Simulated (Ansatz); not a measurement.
## Ag, response to strain

Start from Ag in the fcc (Cu type) structure (space group Fm-3m, No. 225; a = 4.001 Å; relaxed with 0.1 eV smearing). Axes: x, y, z lie along the cube axes.

Strains are applied to the cell and any free atomic positions relax; under biaxial strain the out-of-plane vector relaxes too.

Method: LDA, PAW, 420 eV (Ansatz, a first-principles code; no SOC).

Notes on the quantities. in-plane stress: mean in-plane stress (compression positive).

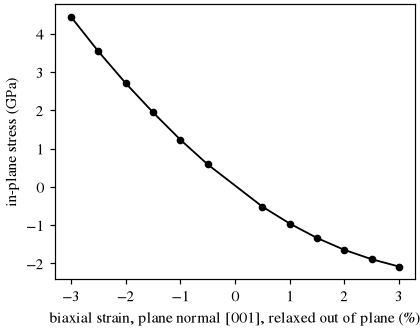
Fig. 1. in-plane stress against biaxial strain, plane normal [001], relaxed out of plane

Task: From the plot, what is the in-plane stress for biaxial strain −1.50 %, plane normal [001], relaxed out of plane?

Result: About 1.9 GPa.

Task: Is the trend monotonic over the range shown?

Result: Yes, it falls throughout, spanning -2.1 GPa to +4.4 GPa.

Stability against distortions was not tested.
